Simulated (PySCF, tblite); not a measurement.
# C4H8FO2Si radical: geometry, infrared bands and EPR parameters

Aim: predict the infrared bands and EPR parameters of C4H8FO2Si radical (`[CH2]O[Si@](F)(C=C)OC`).

Computed with tblite 0.8.0 and PySCF 2.14.0, with density-fitted response routines of our own, on a single molecule in the gas phase. Atoms count from 0, in the outputs and in this text.

### Step 1. Starting geometry

16 atoms, charge 0, multiplicity 2; geometry from: force field or distance geometry start.

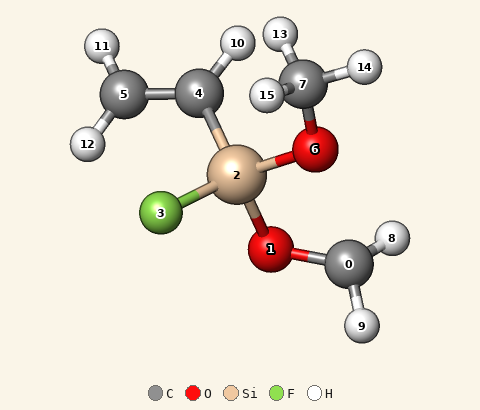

The starting geometry (carbon grey, oxygen red, silicon light orange, fluorine green, hydrogen white), atoms numbered.

### Step 2. Relaxing the molecule with GFN2-xTB

The job: settings as JSON, then the geometry in Å.

```
{"job": {"kind": "relax", "xc": "GFN2-xTB", "basis": "xTB"}, "charge": 0, "multiplicity": 2}
C     -1.683400     2.051000    -0.202200
O     -0.358200     2.006100     0.159900
Si     0.050100     0.342100     0.461300
F      0.532900     0.230600     2.069700
C      1.463100    -0.104900    -0.606000
C      2.709100     0.130400    -0.196800
O     -1.367800    -0.552500     0.154200
C     -1.201500    -1.911200     0.175800
H     -1.857800     2.171800    -1.275600
H     -2.336600     2.654700     0.460000
H      1.300300    -0.561900    -1.592600
H      3.548500    -0.138200    -0.827100
H      2.844000     0.580400     0.775800
H     -0.352500    -2.203500    -0.463200
H     -2.147600    -2.328400    -0.295300
H     -1.150100    -2.357500     1.190500
```

Started as:

```console
OMP_NUM_THREADS=1 python probes_run.py task.json out
```

One launch serves the whole session: the jobs run in the order shown.

The log of the run:

```text
step      E/eV     max force
  0    -740.69278    3.211
  1    -741.08948    1.815
  2    -741.23348    0.894
  3    -741.29232    0.983
  4    -741.34386    0.600
  5    -741.37416    0.520
  6    -741.40925    0.551
  7    -741.43446    0.561
  8    -741.45986    0.456
  9    -741.48177    0.365
 10    -741.50118    0.356
 11    -741.51771    0.385
 12    -741.53012    0.251
 13    -741.53729    0.183
 14    -741.54202    0.157
 15    -741.54691    0.182
 16    -741.55239    0.194
 17    -741.55770    0.263
 18    -741.56219    0.188
 19    -741.56614    0.174
 20    -741.57008    0.167
 21    -741.57413    0.159
 22    -741.57782    0.154
 23    -741.58081    0.145
 24    -741.58381    0.154
 25    -741.58720    0.128
 26    -741.59080    0.164
 27    -741.59449    0.155
 28    -741.59832    0.145
 29    -741.60232    0.145
 30    -741.60659    0.149
 31    -741.61145    0.191
 32    -741.61796    0.327
 33    -741.62034    0.523
 34    -741.63319    0.259
 35    -741.63948    0.270
 36    -741.64719    0.213
 37    -741.65125    0.162
 38    -741.66305    0.347
 39    -741.66922    0.195
 40    -741.67418    0.157
 41    -741.67785    0.156
 42    -741.68255    0.171
 43    -741.68744    0.208
 44    -741.69105    0.168
 45    -741.69326    0.108
 46    -741.69472    0.106
 47    -741.69697    0.120
 48    -741.69982    0.162
 49    -741.70251    0.150
 50    -741.70453    0.113
 51    -741.70626    0.126
 52    -741.70853    0.132
 53    -741.71159    0.116
 54    -741.71348    0.092
 55    -741.71409    0.071
 56    -741.71461    0.069
 57    -741.71528    0.069
 58    -741.71604    0.065
 59    -741.71644    0.054
 60    -741.71674    0.040
 61    -741.71708    0.038
 62    -741.71750    0.045
 63    -741.71778    0.038
 64    -741.71790    0.020
 65    -741.71797    0.021
 66    -741.71805    0.021
 67    -741.71814    0.020
 68    -741.71820    0.019
 69    -741.71827    0.021
 70    -741.71836    0.027
 71    -741.71851    0.033
 72    -741.71871    0.040
 73    -741.71893    0.041
 74    -741.71917    0.042
 75    -741.71948    0.037
 76    -741.71985    0.040
 77    -741.72017    0.048
 78    -741.72028    0.038
 79    -741.72047    0.037
 80    -741.72058    0.041
 81    -741.72081    0.040
 82    -741.72095    0.027
 83    -741.72108    0.026
 84    -741.72116    0.023
 85    -741.72128    0.021
 86    -741.72142    0.023
 87    -741.72155    0.021
 88    -741.72164    0.021
 89    -741.72172    0.029
 90    -741.72182    0.029
 91    -741.72194    0.031
 92    -741.72205    0.018
 93    -741.72211    0.020
 94    -741.72215    0.021
 95    -741.72223    0.027
 96    -741.72235    0.030
 97    -741.72249    0.031
 98    -741.72259    0.022
 99    -741.72265    0.017
100    -741.72269    0.015
101    -741.72274    0.015
102    -741.72279    0.015
103    -741.72284    0.020
104    -741.72288    0.026
105    -741.72294    0.029
106    -741.72301    0.029
107    -741.72308    0.023
108    -741.72314    0.032
109    -741.72321    0.022
110    -741.72331    0.022
111    -741.72345    0.028
112    -741.72359    0.035
113    -741.72369    0.027
114    -741.72374    0.023
115    -741.72377    0.013
116    -741.72381    0.014
117    -741.72385    0.015
118    -741.72393    0.020
119    -741.72401    0.023
120    -741.72412    0.027
121    -741.72426    0.037
122    -741.72444    0.038
123    -741.72464    0.026
124    -741.72477    0.025
125    -741.72484    0.025
126    -741.72490    0.018
127    -741.72496    0.018
128    -741.72507    0.024
129    -741.72516    0.024
130    -741.72525    0.022
131    -741.72530    0.015
132    -741.72532    0.007
```

Wall time 0.71 s (1 thread of Arm Neoverse V2, shared host).

The steps of the relaxation: (not every step is listed)

```csv
step,energy from step 0 (eV),largest force (eV/Å)
0,0.0000,3.2113
1,-0.3967,1.8145
2,-0.5407,0.8942
3,-0.5995,0.9828
4,-0.6511,0.6002
5,-0.6814,0.5203
6,-0.7165,0.5505
7,-0.7417,0.5610
8,-0.7671,0.4557
19,-0.8734,0.1741
30,-0.9138,0.1493
41,-0.9851,0.1557
52,-1.0158,0.1322
63,-1.0250,0.0379
74,-1.0264,0.0419
85,-1.0285,0.0209
96,-1.0296,0.0298
107,-1.0303,0.0228
118,-1.0312,0.0197
127,-1.0322,0.0184
128,-1.0323,0.0237
129,-1.0324,0.0242
130,-1.0325,0.0216
131,-1.0325,0.0150
132,-1.0325,0.0073
```

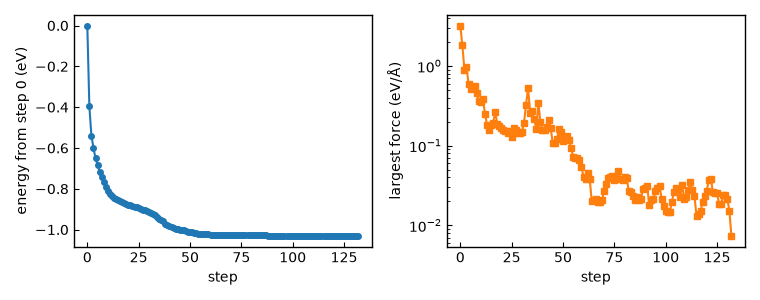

Energy and largest force along the relaxation.

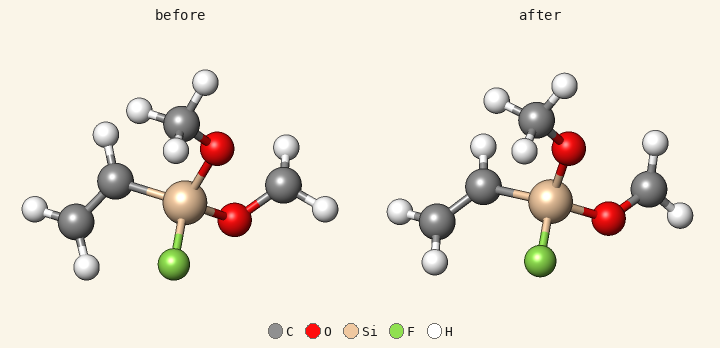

Before and after, at one scale.

Distances of close pairs at the start and the end, largest changes first:

```csv
bond,before (Å),after (Å),change (Å)
O1–Si2,1.740,1.617,-0.122
Si2–O6,1.704,1.617,-0.088
Si2–F3,1.683,1.609,-0.074
Si2–C4,1.826,1.880,+0.054
C7–H14,1.136,1.090,-0.046
C0–O1,1.375,1.335,-0.039
C0–H9,1.109,1.072,-0.037
O6–C7,1.369,1.403,+0.034
```

The next job starts from the end point, and lists it.

### Step 3. Harmonic vibrations with GFN2-xTB

The job: settings as JSON, then the geometry in Å.

```
{"job": {"kind": "ir", "xc": "GFN2-xTB", "basis": "xTB"}, "charge": 0, "multiplicity": 2}
C     -1.597088     2.420405    -0.361456
O     -0.769573     1.773158     0.462708
Si    -0.063528     0.318526     0.490923
F      0.404844     0.236383     2.027949
C      1.451004     0.165288    -0.612084
C      2.701838     0.085859    -0.177873
O     -1.220028    -0.773127     0.200872
C     -1.173556    -2.175472     0.200338
H     -2.193951     1.868338    -1.061337
H     -1.793097     3.445798    -0.116889
H      1.285039     0.163282    -1.684280
H      3.542665     0.015764    -0.850255
H      2.932151     0.088578     0.874286
H     -0.437760    -2.538631    -0.519850
H     -2.164621    -2.535466    -0.075841
H     -0.911939    -2.549741     1.191379
```

The log of the run:

```text
mode    cm-1     km/mol
  1      35.8      0.21
  2      62.6      1.59
  3      68.6      0.07
  4      76.2      4.77
  5     106.4      1.53
  6     135.3      3.34
  7     159.9      1.96
  8     172.1      2.50
  9     228.5      1.52
 10     263.7     35.68
 11     299.1     67.75
 12     315.4      4.68
 13     339.0     38.27
 14     386.2     28.06
 15     521.3     37.14
 16     631.9      8.54
 17     791.6    165.38
 18     811.5    166.73
 19     847.5    237.60
 20     922.7     15.11
 21    1015.9     10.43
 22    1028.1     19.08
 23    1084.5     19.36
 24    1130.3      5.34
 25    1137.9     57.08
 26    1163.0    238.90
 27    1282.8      3.49
 28    1301.0     59.14
 29    1368.3      4.15
 30    1411.4      1.35
 31    1414.5      2.04
 32    1471.8      4.88
 33    1479.8      4.09
 34    1660.4      8.02
 35    2962.6     31.12
 36    2976.4     29.48
 37    2997.3     21.00
 38    3020.5     31.48
 39    3082.9     26.90
 40    3110.8     13.11
 41    3119.7     31.12
 42    3162.3     23.59
```

Wall time 0.44 s (1 thread of Arm Neoverse V2, shared host).

Which atoms move in the most intense modes:

```csv
cm⁻¹,km/mol,atoms
299,67.8,"O1 22 %, F3 19 %, Si2 16 %, O6 14 %"
339,38.3,"H8 52 %, C0 26 %, H9 15 %"
792,165.4,"Si2 47 %, C4 12 %, O6 12 %"
812,166.7,"Si2 50 %, O1 16 %, C0 14 %"
848,237.6,"Si2 47 %, F3 42 %"
1138,57.1,"H14 32 %, C7 24 %, O6 17 %, H15 17 %"
1163,238.9,"O6 49 %, C7 26 %, H14 13 %"
1301,59.1,"O1 57 %, C0 29 %"
```

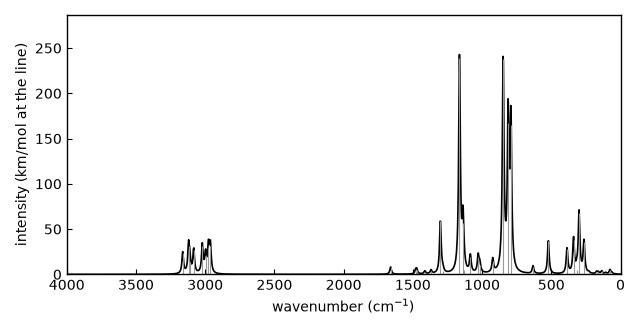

The infrared spectrum from these modes, unscaled. Lines are broadened to a width of 14 cm⁻¹ (Lorentzian).

### Step 4. EPR parameters: B3LYP/pcH-1

Same as in step 3 but for these lines:

```diff
@@ -1,2 +1,2 @@
-{"job": {"kind": "ir", "xc": "GFN2-xTB", "basis": "xTB"}, "charge": 0, "multiplicity": 2}
+{"job": {"kind": "epr", "basis": "pcH-1"}, "charge": 0, "multiplicity": 2}
 C     -1.597088     2.420405    -0.361456
```

Method: UKS B3LYP, pcH-1 on C F H O Si, non-relativistic, mean-field spin-orbit, GIAO.

The log of the run:

```text
UKS, coarse grid
  cycle   1  E = -696.92845242  |g| = 7.67e-01
  cycle   2  E = -696.65696648  |g| = 1.19e+00
  cycle   3  E = -697.11651151  |g| = 1.06e-01
  cycle   4  E = -697.12038688  |g| = 4.71e-02
  cycle   5  E = -697.12124460  |g| = 1.20e-02
  cycle   6  E = -697.12128656  |g| = 4.68e-03
  cycle   7  E = -697.12129746  |g| = 1.14e-03
  cycle   8  E = -697.12129680  |g| = 1.08e-03
  cycle   9  E = -697.12129820  |g| = 1.46e-04
UKS, final grid
  cycle   1  E = -697.12135303  |g| = 2.21e-04
  cycle   2  E = -697.12135298  |g| = 3.74e-04
  cycle   3  E = -697.12135305  |g| = 4.00e-05
  cycle   4  E = -697.12135305  |g| = 9.77e-06
E = -697.12135305 Eh   <S^2> = 0.7534 (exact 0.7500)
g shifts (ppm)      1          2          3
  rmc          -179       -179       -179
  gc             -3         41         43
  oz_so           1       1180       1838
  total        -182       1042       1702
hyperfine (MHz)  atom isotope    a_iso     a_fc   dipolar eigenvalues
    0   13C      99.80      99.85    -81.17    -78.91    160.08
    1   17O     -11.71     -11.73    -54.29     26.56     27.72
    2  29Si       3.08       3.06     -3.20      1.00      2.20
    3   19F       6.27       6.29     -4.24     -2.78      7.02
    4   13C       1.98       1.98     -0.92     -0.22      1.13
    5   13C       0.48       0.48     -0.69     -0.22      0.92
    6   17O      -1.50      -1.50     -0.49     -0.02      0.51
    7   13C      -0.01      -0.01     -0.21     -0.21      0.42
    8    1H     -58.68     -58.71    -38.09     -0.32     38.41
    9    1H     -61.75     -61.78    -38.03     -0.41     38.44
   10    1H       0.42       0.42     -1.54     -1.17      2.71
   11    1H       0.21       0.21     -0.61     -0.48      1.08
   12    1H      -0.02      -0.02     -0.72     -0.39      1.11
   13    1H       0.07       0.07     -0.61     -0.58      1.19
   14    1H       0.04       0.03     -0.63     -0.59      1.22
   15    1H       0.03       0.03     -0.59     -0.57      1.15
```

Wall time 75 s (1 thread of Arm Neoverse V2, shared host); peak memory 0.97 GiB.

Principal g values 2.00214, 2.00336, 2.00402; g(iso) = 2.00317, against 2.00232 for a free electron.

Hyperfine couplings; where a row names several nuclei, a(iso) is their mean (it holds for fast rotation or exchange) and the dipolar term the largest among them:

```csv
nuclei,isotope,a(iso) (MHz),"a(iso) (G, at g = 2.0023)",largest dipolar term (MHz)
C0,13C,99.8,35.6,160.1
"H8, H9",1H,-60.2,-21.5,38.4
O1,17O,-11.7,-4.2,-54.3
F3,19F,6.3,2.2,7.0
Si2,29Si,3.1,1.1,-3.2
C4,13C,2.0,0.7,1.1
O6,17O,-1.5,-0.5,0.5
C5,13C,0.5,0.2,0.9
H10,1H,0.4,0.2,2.7
H11,1H,0.2,0.1,1.1
"H13, H14, H15",1H,0.0,0.0,1.2
H12,1H,0.0,0.0,1.1
C7,13C,0.0,0.0,0.4
```

Mulliken spin populations:

C0 0.98; O1 0.09; Si2 0.01; F3 0.00; C4 0.00; C5 0.01; O6 0.00; C7 0.00; H8 -0.04; H9 -0.05; H10 0.00; H11 0.00; H12 0.00; H13 0.00; H14 0.00; H15 0.00

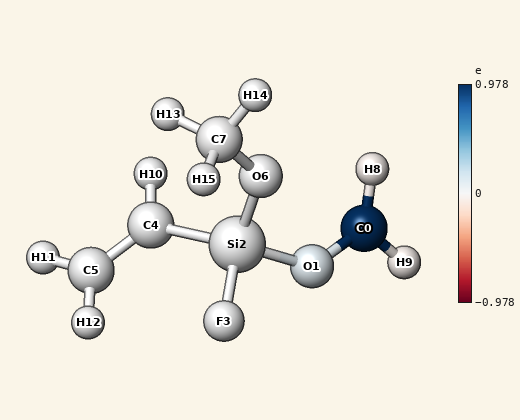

Mulliken spin populations, as colours on the atoms.

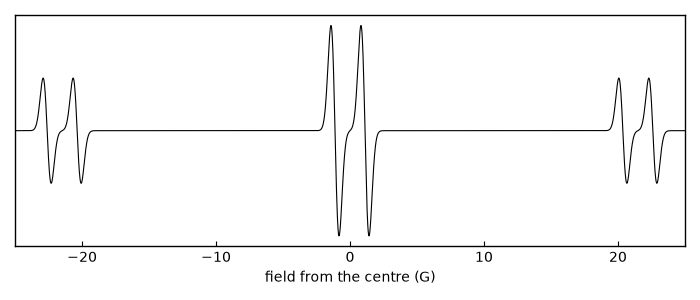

First-order isotropic spectrum (first derivative, main isotopes with spin only, couplings over 0.8 MHz, Gaussian width 0.3 G; couplings of the frozen geometry, rotation of groups not averaged beyond the rows shown).

The fields below are evaluated on a grid from the run's orbitals.

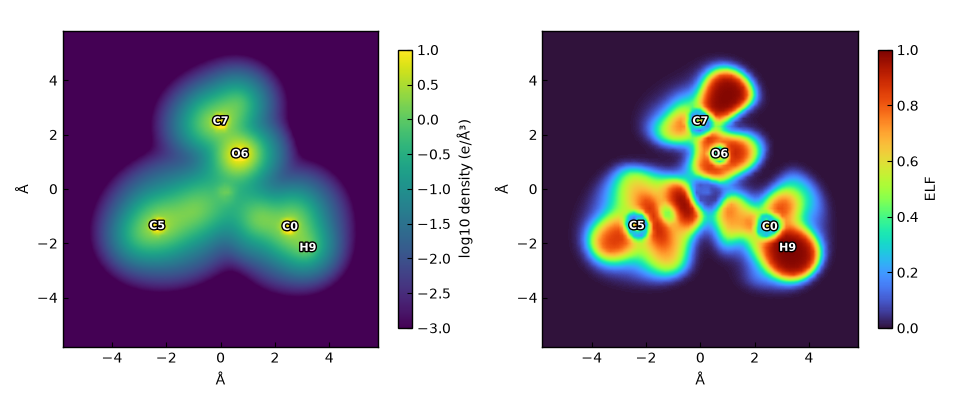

Density (left) and ELF (right) in a plane through or near 5 of the atoms.

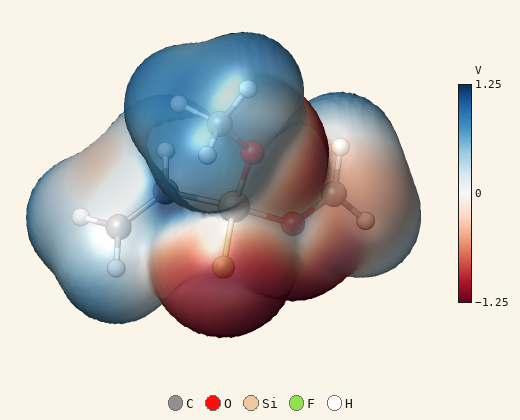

Electrostatic potential on the surface of density 0.002 e/bohr³; red is low, blue high. It runs from -1.25 V near F3 to 1.19 V near H10.

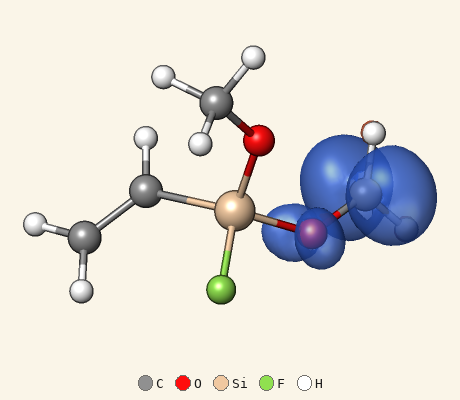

Spin density at ±0.04 e/Å³ (alpha excess blue, beta excess red).

### Step 5. Results

```
                                                                  quantity                  value
                                 strongest single infrared mode (GFN2-xTB)  1163 cm⁻¹, 239 km/mol
                                              zero-point energy (GFN2-xTB)          70.8 kcal/mol
                                                            g(iso) (B3LYP)                2.00317
                                                                      ⟨S²⟩     0.753 (exact 0.75)
                                        largest a(iso) (averaged by class)    13C on C0, 99.8 MHz
potential on the surface of density 0.002 e/bohr³, 1st and 99th percentile     -1.25 V and 1.19 V
```

What this shows: Over 132 steps the energy fell by 1.033 eV; of the close pairs, O1–Si2 changed most, 1.740 to 1.617 Å. No mode is imaginary among the 42: a minimum at this level. The strongest single mode, at 1163 cm⁻¹, moves mainly O6 and C7. Unscaled tight-binding wavenumbers are off by several per cent, some by more. Its intensities can rank the bands wrongly. Most of the unpaired spin sits on C0 (0.98 e). The isotropic g lies 0.9 ppt above the free-electron value. These values are for one conformer; the search (at its own cheap level) found 2 more, at 0.33, 1.24 kcal/mol, and measured spectra average over such forms.
